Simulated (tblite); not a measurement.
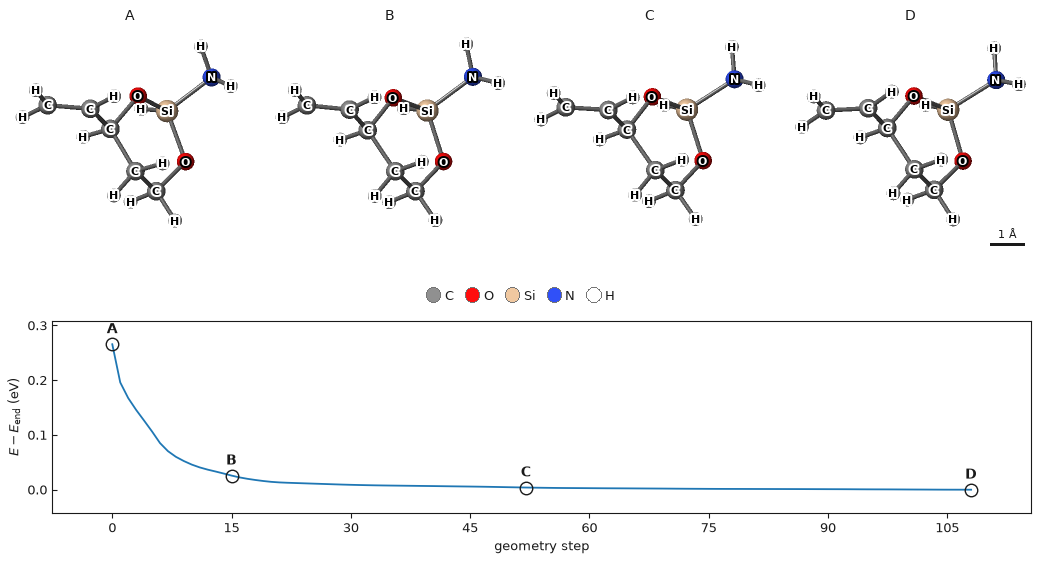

Frames of a relaxation of C5H11NO2Si, marked on the history of the run. Style: ball-and-stick. Shown from a free direction.

Computed with GFN2-xTB geometry optimisation, gas phase in tblite. 

**What happens along the run?**

After 108 geometry steps the energy has fallen by 0.266 eV. The atom that moves furthest after the best rigid fit is an H atom (0.58 Å). By element the largest moves are H 0.58 Å, C 0.19 Å, N 0.17 Å, O 0.13 Å, Si 0.09 Å. Some distances before and after: O–Si 1.657 → 1.632 Å, C–O 1.421 → 1.399 Å, N–Si 1.688 → 1.709 Å, C–H 1.098 → 1.081 Å. Bond angles that change, for instance: Si–N–H 107.0° → 119.7°, Si–N–H 107.6° → 117.4°, N–Si–O 105.2° → 114.9°. From step 0 to 15: an H atom moves most (0.26 Å), energy −0.240 eV. From step 15 to 52: an H atom moves most (0.27 Å), energy −0.022 eV. From step 52 to 108: an H atom moves most (0.24 Å), energy −0.004 eV.
